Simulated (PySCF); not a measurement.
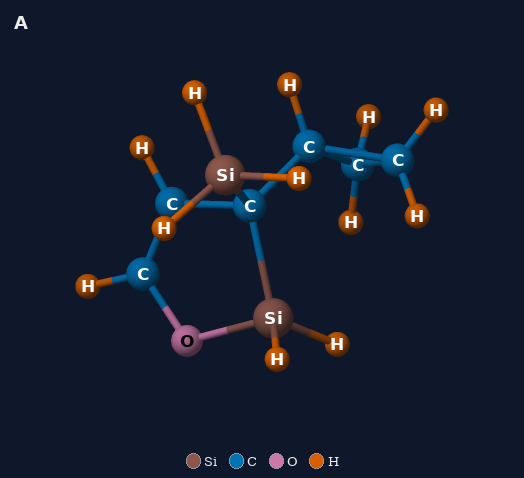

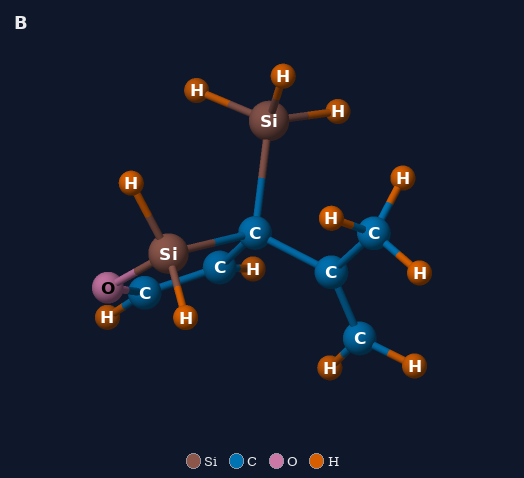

2 stationary structures of one formula. Geometries: GFN2-xTB. Electronic energies: PBE0/pcSseg-1 (PySCF 2.14.0), without zero-point energy. No frequency run is at hand to confirm each as a minimum. Each is one conformer, not always the lowest.

How are they related?

They are constitutional isomers of C6H12OSi2: A `[SiH3][C@]1(C2CC2)C=CO[SiH2]1`, B `C=C(C)[C@@]1([SiH3])C=CO[SiH2]1`.

Which is lowest in energy, and by how much?

B is lowest; A lies 6.3 kcal/mol above it.

The geometry is semi-empirical. Around Si such bond lengths and angles can be off by a tenth of an ångström or more and by several degrees, and values that hang on the shape move with them.
